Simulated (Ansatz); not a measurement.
**AlF₃H₂O: density, localisation and related maps**

The calculation's input:

```
crystal:
  periodic: [false, false, false]
  atoms:
    - { symbol: Al, position_ang: [0.07631, 0.455571, -0.492156] }
    - { symbol: O, position_ang: [-0.052753, 0.004673, 2.425993] }
    - { symbol: H, position_ang: [-0.980372, -0.13312, 2.652673] }
    - { symbol: F, position_ang: [1.477427, -0.12911, -1.122173] }
    - { symbol: F, position_ang: [-1.376353, -0.206233, -0.892149] }
    - { symbol: F, position_ang: [0.089455, 1.88787, 0.376073] }
    - { symbol: H, position_ang: [0.005284, 0.978848, 2.29254] }
basis:
  gaussian: { orbitals: def2-SVP }
hamiltonian:
  xc: pbe0
  dispersion: d4
relax:
  f_tol: 0.03
  max_steps: 50
output:
  orbitals: {}
```

Command:

```sh
ansatz run input.yaml --threads 2 --pin off --max-ram 3072MiB --backend cpu --events-out ev --progress --plain --runs-dir out
```

The fields are those of the run's last geometry, not of the input's.

These are results of RKS PBE0-D4/def2-SVP in Ansatz 0.2.0, not measurements.

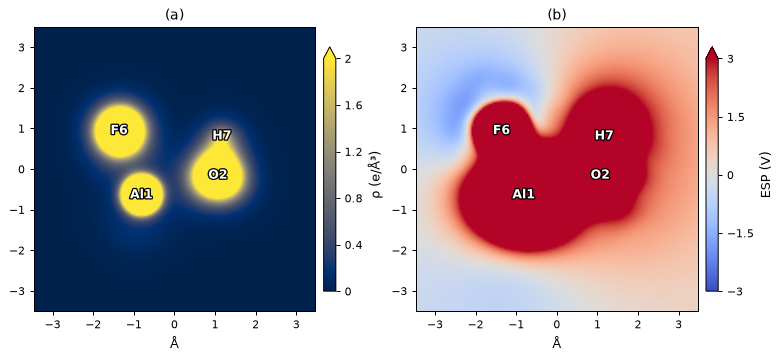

Figure 1. (a) electron density; (b) electrostatic potential on the plane of atoms O2, Al1 and F6.

Question: What do the fields say about this system?

Answer: Atoms in the plane: Al, O, F and H.
Al–F (1.67 Å): ρ at the midpoint is about 0.8 e/Å³.
Al–O (1.95 Å): ρ is about 0.46 e/Å³ halfway.
O–H (0.97 Å): ρ at the midpoint is about 3.7 e/Å³.
Outside the dense part of the molecule the potential is most negative (−1.8 V) near F6.

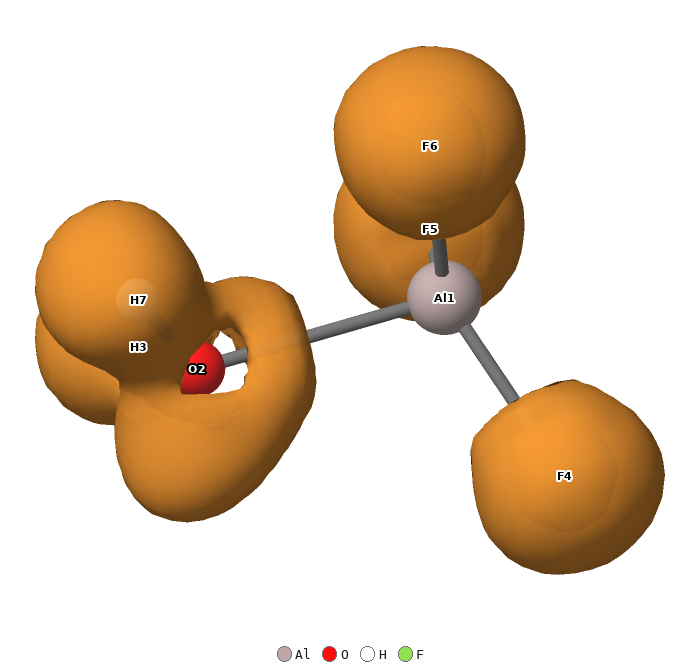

Figure 2. Isosurface of the ELF at 0.8 (orange), seen from one side. Only the valence region is drawn (cores and ρ < 0.01 e/Å³ removed).

Question: What do the ELF domains correspond to?

Answer: The surface consists of three regions wrapped around F (the valence shell of each) and one joined region spread over several atoms (H, O), in which their bonds and any lone pairs are merged. Profiles from the grid: Al–F (1.66 Å): the ELF peaks at about 0.85 in the valence shell of F, 0.6 Å from its nucleus, and is about 0.30 at the midpoint. Al–O (1.95 Å): the ELF peaks at about 0.95 in the valence shell of O, 0.7 Å from its nucleus, and is about 0.45 at the midpoint.

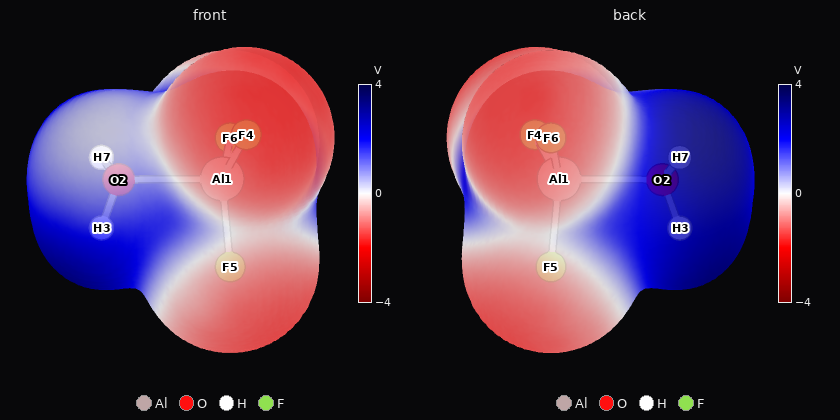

Figure 3. The electrostatic potential painted on the density surface at 0.001 e/bohr³, seen from the front and from behind; the colour scale runs from red (negative) to blue (positive).

Question: Where is the surface potential most negative and most positive?

Answer: The most negative region (about −1.5 V) lies over F4, the most positive (about +3.4 V) over H3 and H7.

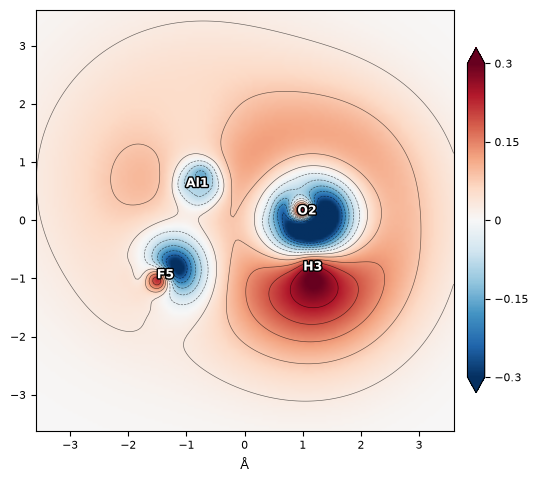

Figure 4. One frontier orbital on the plane of atoms Al1, O2 and H3 (values in Å⁻³ᐟ²; the overall sign is arbitrary).

Question: Which orbital is it: HOMO or LUMO?

Answer: The LUMO, at −0.44 eV. It lies mainly on H3 (about 25 %), H7 (about 25 %), Al1 (about 25 %) and O2 (about 20 %).
